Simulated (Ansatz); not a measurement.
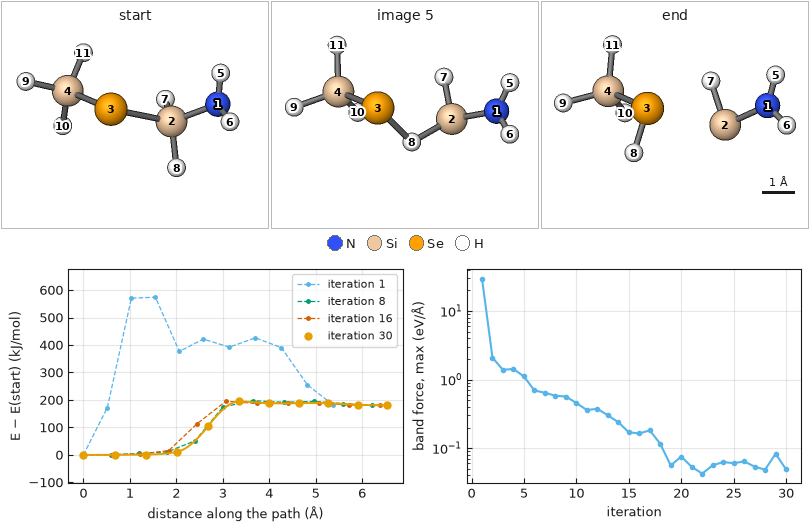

NEB run on Si2NH7Se. Images are numbered from 0 (start) to 10 (end). The plot follows the band through its iterations. The picture is a ball-and-stick view, seen at a tilt.

The calculation used RKS revPBE/def2-SVP in Ansatz 0.2.0. Settings: 9 movable images; climbing image; force threshold 0.05 eV/Å; iteration limit 60; starting path through a guess of the saddle point.

> Did the band converge, and can the barrier be trusted?

The result is final at these settings. The band converged in 30 iterations. The largest component of the band force went from 30 to 0.049 eV/Å. The climbing image converged on the top of the path. Its vibrational analysis gives one imaginary mode (450i cm⁻¹), as a transition state must have. The first iteration put the highest image at 574.1 kJ/mol. The energy climbs by 194.7 kJ/mol to image 5 and then falls by 14.0 kJ/mol, so the end point sits at +180.7 kJ/mol.
